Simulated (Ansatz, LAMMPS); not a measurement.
# Glassy 69SiO2-19Al2O3-6SrO-6Li2O (mol %) (106 atoms) under strain, part 4 of 4

How stiff is glassy 69SiO2-19Al2O3-6SrO-6Li2O (mol %) (106 atoms), and how do its levels respond to strain?

Ansatz 0.2.0; Kohn-Sham DFT, PBE, PAW (set soft_2), plane waves.

The cell: 22 Si, 12 Al, 2 Sr, 4 Li and 66 O. The quench rate of 50 K/ps far exceeds what a furnace or splat quench reaches. The network of bonds at the start is that of the classical potential that made the cell. Only the Γ point is sampled.

So far. Step 11 (Compressed by 1 % along x): The relaxation converged after 4 steps, 0.0852 eV below its start, with a largest force component of 0.047 eV/Å. Step 11 (Compressed by 1 % along x): Compressed by 1 % along x: the energy stands 0.0548 eV above that of the reference, at a pressure of 0.721 GPa.

### 12. Sheared by 2 % in xy

A shear of the relaxed cell gives the modulus that volume changes can't reach.

input.yaml reads:

```yaml
crystal:
  lattice:
    - [11.21385, 0.04194, 0.24696]
    - [0.04087, 11.10726, -0.11768]
    - [0.24578, -0.11521, 11.03931]
  atoms:
    [... the 106 atom lines of step 4 ...]
kpoints:
  mp_grid: { grid: [1, 1, 1] }
hamiltonian:
  xc: pbe
scf:
  occupations: { method: gaussian, width: 0.025 }
output:
  forces: true
  eigenvalues: true
  stress: true
relax:
  f_tol: 0.05
  max_steps: 70
```

Launch:

```
$ ansatz run input.yaml --threads 4 --pin off --max-ram 8192MiB --backend cpu --events-out ev --progress --plain --runs-dir out
```

Numbers of over 12 decimals in the logs are rounded to 6 here.

The log of the run:

```text
[...]
Crystal: 106 atoms, lattice volume = 1374.155 Å³
Basis set: ecut = 420 eV, 26887 PW (Γ), exchange–correlation on 150×150×150 points (8 copies of the dense FFT grid, shifted against one another)
Bands: 382, of which v1, the nominal top of the filled ones, is band 276 counted from 1 (275 counted from 0)
Symmetry: 1 space group operations
[...]
k-points: 1
[...]
SCF iter   1: F=—  HF=-65923.979268 eV  |F-HF|=—  |Δ(HF+E_count)|=         —  Δρ=1.90e-3  dr2=5.99e-2  ethr=1.77e-3  ⟨swp⟩=7.0  Hψ=1983  notcnv=0  defer=45
[...]
SCF iter   5: F=—  HF=-65923.988950 eV  |F-HF|=—  |Δ(HF+E_count)|=   4.89e-5  Δρ=7.42e-5  dr2=6.68e-5  ethr=4.93e-8  ⟨swp⟩=2.0  Hψ=487  notcnv=0  defer=102
SCF iter   6: F=-65923.988961 eV  HF=-65923.988961 eV  |F-HF|=7.69e-8  |Δ(HF+E_count)|=   1.11e-5  Δρ=2.56e-5  dr2=8.34e-6  ethr=1.13e-8  ⟨swp⟩=16.0  Hψ=2206  notcnv=0
SCF 1 converged in 6 iterations: F = -65923.988961 eV  dr2 = 8.34e-6
[...]
relax step   1: F+E_penalty+E_count = -65923.98896102 eV  Δ(F+E_penalty+E_count) = +0.000e0 eV  max|allowed force component| = 5.475e-1 eV/Å  Δτ_max = 0.0000 Å  (6 SCF iters, dr2 threshold 6.25e-5 eV, accepted)
[...]
relax step   2: F+E_penalty+E_count = -65924.05388879 eV  Δ(F+E_penalty+E_count) = -6.493e-2 eV  max|allowed force component| = 3.870e-1 eV/Å  Δτ_max = 0.0500 Å  (5 SCF iters, dr2 threshold 1.87e-5 eV, accepted)
[...]
relax step   3: F+E_penalty+E_count = -65924.09400958 eV  Δ(F+E_penalty+E_count) = -4.012e-2 eV  max|allowed force component| = 1.198e-1 eV/Å  Δτ_max = 0.0320 Å  (6 SCF iters, dr2 threshold 9.36e-6 eV, accepted)
relax step   4: F+E_penalty+E_count = -65924.10154920 eV  Δ(F+E_penalty+E_count) = -7.540e-3 eV  max|allowed force component| = 1.074e-1 eV/Å  Δτ_max = 0.0367 Å  (7 SCF iters, accepted)
[...]
relax step   5: F+E_penalty+E_count = -65924.10567672 eV  Δ(F+E_penalty+E_count) = -4.128e-3 eV  max|allowed force component| = 4.400e-2 eV/Å  Δτ_max = 0.0226 Å  (7 SCF iters, accepted)
SCF converged after 7 iterations
Free energy (F): -65924.105677 eV
[...]
Internal energy: -65924.105677 eV  (E = F + TS)
E sigma→0 (E₀):  -65924.105677 eV
Fermi energy:    5.401650 eV
[...]
Σ components = -65924.105677   (vs F -65924.105677, Δ=0.00e0)
--- Forces (eV/Å), atoms counted from 1 ---
  atom   1  Si     0.00046144    -0.01247228    -0.01237673
  atom   2  Si     0.01508410     0.00929719    -0.01979047
  atom   3  Si     0.03352742    -0.00300784     0.02554015
  atom   4  Si     0.00049923     0.00646515     0.00974518
[...]
atom 106  O     -0.00096882    -0.02635742     0.00466982
  max |Σ_I F_I| component: 2.31e-4 eV/Å
--- Stress (GPa, compression-positive) ---
        0.300420      -0.732646       0.049986
       -0.732647       0.034883       0.040152
        0.049993       0.040152       0.030849
  P = ⅓ Tr σ = 0.1221 GPa (1.221 kbar)
--- Band table (eV) ---
[...]
--- Relaxed structure (5 steps of the walk, 5 accepted, 0 SCFs on fresh bases) ---
  F+E_penalty+E_count = -65924.10567672 eV   max|allowed force component| = 4.400e-2 eV/Å
  atoms:
    - { symbol: Si, position: [0.764851, 0.444694, 0.017833] }
    - { symbol: Si, position: [0.033344, 0.958322, 0.625165] }
    - { symbol: Si, position: [0.132822, 0.065689, 0.277711] }
    - { symbol: Si, position: [0.689175, 0.291766, 0.584302] }
[...]
- { symbol: O, position: [0.018275, 0.103696, 0.666237] }
```

Elapsed: 85 s, on 4 threads of Arm Neoverse V1, shared host; peak memory 1.8 GiB.

The relaxation converged after 5 steps, 0.117 eV below its start, with a largest force component of 0.044 eV/Å.

Sheared by 2 % in xy: the energy stands 0.0614 eV above that of the reference, at a pressure of 0.122 GPa.

### 13. Pressure against volume

Atoms are relaxed at each volume, in the scaled cell.

| volume change (%) | volume (Å³/atom) | energy change (meV/atom) | pressure (GPa) | largest move on relaxing (Å) | bonds | gap (eV) |
| --- | --- | --- | --- | --- | --- | --- |
| -10 | 11.669 | 21.44 | 6.28 | 0.97 | 172 | 4.65 |
| -6 | 12.187 | 9.48 | 4.01 | 0.35 | 167 | 4.51 |
| -3 | 12.576 | 2.28 | 1.95 | 0.16 | 167 | 4.40 |
| +0 | 12.965 | 0.00 | 0.00 | - | 165 | 4.29 |
| +3 | 13.354 | 1.87 | -1.48 | 0.20 | 163 | 4.18 |
| +6 | 13.743 | 6.84 | -2.70 | 0.49 | 164 | 3.97 |

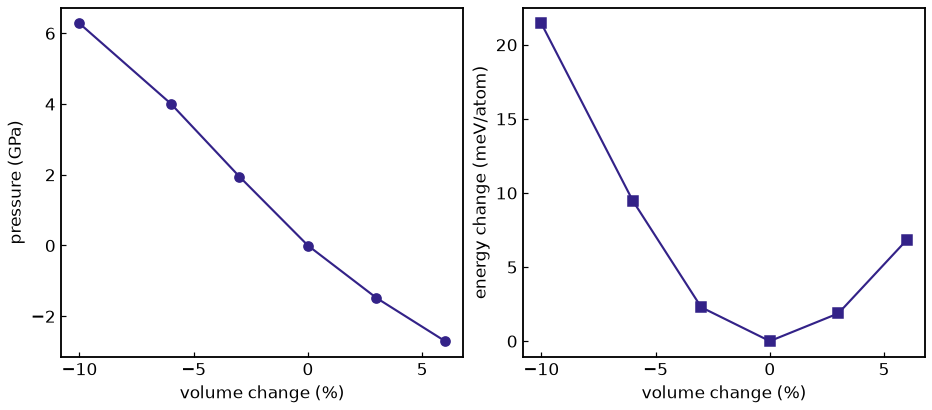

Pressure and energy against volume.

### 14. Uniaxial strain and shear

Stress (GPa, compression positive) less that of the relaxed cell, atoms relaxed:

| strain | xx | yy | zz | xy | energy change (meV/atom) |
| --- | --- | --- | --- | --- | --- |
| stretched by 1 % along x | -1.166 | -0.288 | -0.258 | 0.126 | 0.45 |
| compressed by 1 % along x | 1.317 | 0.422 | 0.428 | -0.133 | 0.52 |
| sheared by 2 % in xy | 0.293 | 0.034 | 0.044 | -0.735 | 0.58 |

### 15. What came out

The bulk modulus, from the slope of pressure against ln V over the three points nearest the relaxed volume, is 57.2 GPa; between neighbouring points the slope runs 52, 66, 64, 50 and 43 GPa from the smallest volume up, without a steady fall, so no pressure derivative is given. The count of bonds runs from 163 to 172 over the series, so at some points contacts cross the cutoffs. At -10 % some atom moved by over 0.5 Å on relaxing, so that point may sit in another local minimum. The gap goes from 4.65 eV at the smallest volume to 3.97 eV at the largest, -4.0 eV per unit of ln V by a straight line, on the run's k-points. In the Cartesian axes of the cell, finite differences give C11 = 124, C12 = 35.5, C13 = 34.3 and C66 = 36.8 GPa (the shear of 2 % is the engineering strain, εxy = 0.01). The mean of C11, C12 and C13, which equals the bulk modulus in a cubic or isotropic solid, is 64.7 GPa: it lies 13 % over the bulk modulus from the volumes. For an isotropic solid C66 would equal (C11 − C12)/2 = 44.3 GPa; so small a sample needn't be isotropic, and C66 rests on one shear. With the bulk modulus and C66 as K and G, Young's modulus would be about 91 GPa and Poisson's ratio 0.24.

Caveats: Strains are finite and relaxations stop at the force tolerance of the input, which can leave moduli too stiff; they are those of a static cell at zero temperature. Volumes are changed with the cell's shape held, so in an anisotropic solid the modulus lies over the one under free hydrostatic load. The program notes that the SCF threshold of the relaxations is loose for the stress.

The DFT runs together took 30 min of wall time.

[Logs are printed without paths, hosts, clocks, repeated set-up lines and the standing remarks that a program may print on its own settings, such as how far it seeks lower states.]

[Hosts, paths, dates, database ids (printed as entryN), source tags and the programs' standing remarks are cut or masked in the printed files.]
